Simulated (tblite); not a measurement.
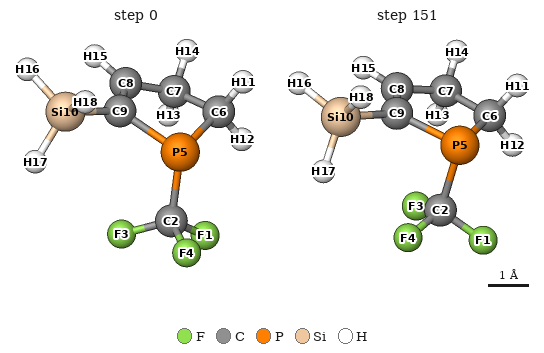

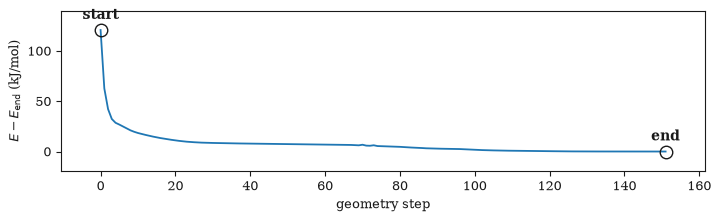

First and last geometry of a relaxation of C5H8F3PSi, with the history of the run. Style: ball-and-stick. Shown from a free direction.

Method: GFN2-xTB geometry optimisation, gas phase in tblite. 

Q: What do the curves and the structures tell?

A: It converged. After 151 geometry steps the energy has fallen by 120.7 kJ/mol. The atom that moves furthest after the best rigid fit is F4 (1.38 Å). By element the largest moves are F 1.38 Å, H 0.57 Å, P 0.35 Å, C 0.29 Å, Si 0.23 Å. Among the contacts that change: C9–Si10 1.816 → 1.887 Å, C2–F4 1.404 → 1.341 Å, C2–P5 1.843 → 1.901 Å, C6–C7 1.488 → 1.536 Å. Bond angles that change, for instance: C2–P5–C9 113.4° → 94.4°, C2–P5–C6 112.8° → 96.4°, P5–C6–C7 99.1° → 108.4°. Groups turn about C2–P5 by about 55°.

```tsv
step	E − E(0), kJ/mol
0	0.00
1	-58.05
2	-78.58
3	-88.38
4	-92.15
5	-93.91
6	-95.83
7	-97.81
8	-99.68
9	-101.12
10	-102.31
17	-107.95
25	-111.47
32	-112.37
40	-112.85
47	-113.22
55	-113.59
62	-113.90
69	-114.55
77	-115.64
84	-116.87
92	-117.97
99	-118.86
106	-119.68
114	-120.06
121	-120.41
129	-120.64
136	-120.67
144	-120.69
151	-120.71
```
